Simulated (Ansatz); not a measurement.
## Electronic structure of CH$_{6}$NOSi (SMILES CO[SiH]N) (doublet) in real space

The calculation's input:

```
crystal:
  periodic: [false, false, false]
  atoms:
    - {symbol: C, position_ang: [-1.728473, -0.307999, -0.635055]}
    - {symbol: O, position_ang: [-0.397452, 0.143771, -0.555572]}
    - {symbol: Si, position_ang: [0.605788, -0.176560, 0.712084]}
    - {symbol: N, position_ang: [2.163434, 0.341204, 0.227318]}
    - {symbol: H, position_ang: [-2.083210, -0.145421, -1.654391]}
    - {symbol: H, position_ang: [-1.812269, -1.375575, -0.403046]}
    - {symbol: H, position_ang: [-2.378196, 0.248232, 0.049744]}
    - {symbol: H, position_ang: [0.268290, 0.639382, 1.928439]}
    - {symbol: H, position_ang: [2.834478, 0.622074, 0.923827]}
    - {symbol: H, position_ang: [2.610611, -0.040208, -0.590447]}
basis:
  gaussian: {orbitals: def2-TZVPP}
magnetization: {spin_polarized: true, initial_magnetization: 1}
hamiltonian: {xc: pbe0, dispersion: d4}
output: {orbitals: {seedname: orbitals}}
```

Launched as:

```sh
ansatz run in.yaml --threads 2 --pin off --events-out ev --progress --plain --max-ram 32768MiB --backend cpu
```

Geometry: PBE0-D4/def2-TZVP.

The calculation used Ansatz 0.2.0, UKS PBE0-D4/def2-TZVPP.

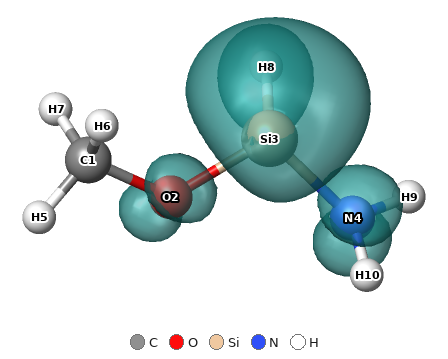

Figure 1. Isosurface of the spin density (α minus β) at +0.02 e/Å³ (teal), seen at a tilt.

Describe the spin distribution.

Answer. The unpaired spin (1 electron) lies mostly on Si3 (about 0.7), N4 (about 0.1), H8 (about 0.1) and O2 (about 0.1), in electrons by Hirshfeld's partition.

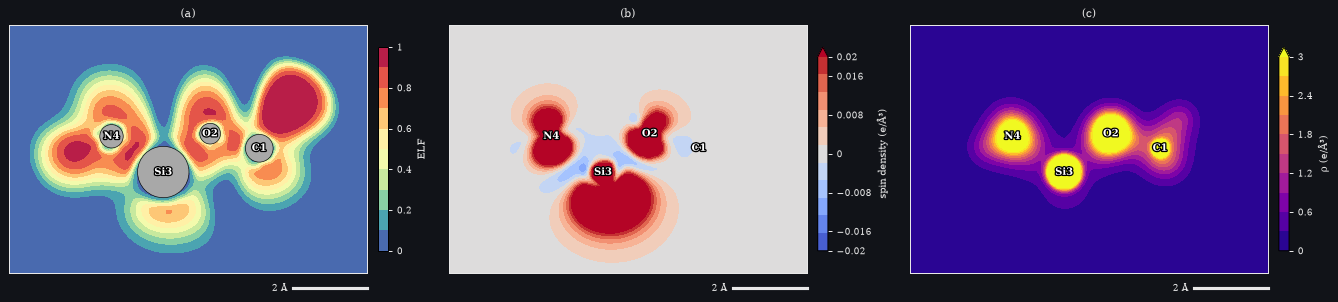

Figure 2. (a) electron localisation function; (b) spin density; (c) total electron density on the plane of atoms O2, Si3 and N4. Grey discs cover the atomic cores in the ELF map.

What do the fields say about this system?

Answer. The plane passes through C, O, Si and N nuclei. C–O (1.41 Å): ρ is about 2 e/Å³ halfway, with its minimum of 1.7 e/Å³ about 0.5 Å from C; the ELF peaks at about 0.85 between the atoms (a polar covalent bond). Si–O (1.65 Å): ρ at the midpoint is about 1.2 e/Å³; the ELF peaks at about 0.85 between the atoms, as expected for a polar covalent bond. Si–N (1.71 Å): ρ is about 1.1 e/Å³ halfway; the ELF peaks at about 0.90 between the atoms: a shared but strongly polarised pair. The ELF also peaks beside O2, away from the bonds: non-bonding electrons, paired or unpaired.

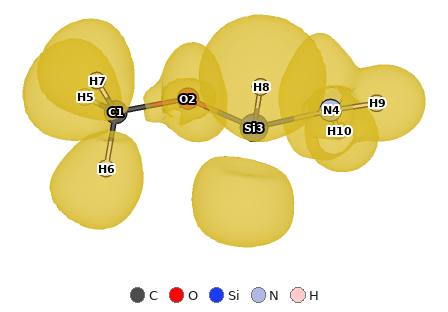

Figure 3. Isosurface of the electron localisation function at 0.75 (yellow), seen from one side. Core shells and regions of very low density are left out.

Where are the electrons localised?

Answer. At this value the surface marks out four regions around hydrogen nuclei, one region on O in which the atom's valence shell and bonds are merged, one lobe on Si, pointing away from the bonds (non-bonding electrons) and one joined region spread over several atoms (H, N), in which their bonds and any lone pairs are merged.
